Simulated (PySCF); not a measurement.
Input

```
{"job": {"kind": "nmr", "xc": "PBE0", "basis": "pcSseg-1"}, "charge": 0, "multiplicity": 1}
B     -3.413374     1.028110    -0.489083
Si    -2.221824    -0.178343     0.419868
C     -0.418275     0.375266     0.849479
C      0.362469    -0.142076    -0.379128
C      1.768047    -0.633582    -0.050169
Si     2.914679     0.725720     0.626300
Si    -0.888719    -1.431241    -1.079045
H     -4.556996     0.789657    -0.579024
H     -3.020291     1.967256    -1.068212
H     -2.723033    -1.000914     1.544896
H     -0.260771     1.440532     1.019144
H     -0.065250    -0.136582     1.745769
H      0.452685     0.677310    -1.101963
H      2.217082    -1.057497    -0.953101
H      1.698525    -1.453823     0.669342
H      2.966733     1.828171    -0.338869
H      4.261583     0.179110     0.812665
H      2.436366     1.234465     1.913103
H     -1.008735    -1.389066    -2.542854
H     -0.506050    -2.811795    -0.757906
```

Run with:

```sh
OMP_NUM_THREADS=1 python probes_run.py task.json out
```

Geometry: GFN2-xTB.

Theory: PySCF 2.14.0, PBE0/pcSseg-1, SCF density, gas phase, non-relativistic.

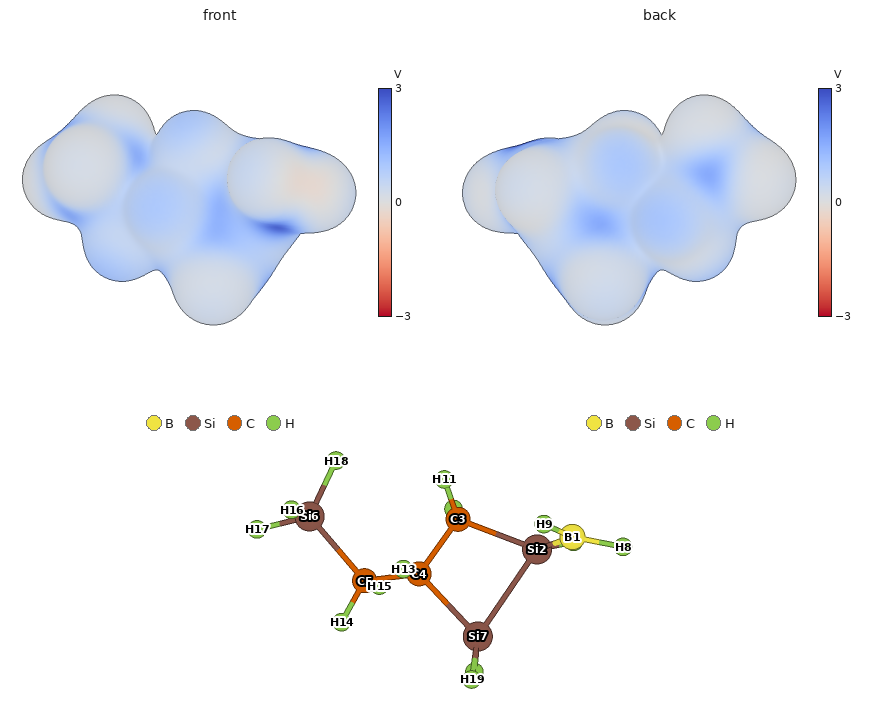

C3H13BSi3. The molecular electrostatic potential painted on the density surface at 0.004 e/bohr³, seen from the front and from behind; the colour scale runs from red (negative) to blue (positive). The bare structure is drawn below in the same view.

### Where is the surface potential most negative and most positive?

The most negative region (about −0.1 V) lies over H9, the most positive (about +2.5 V) over B1.
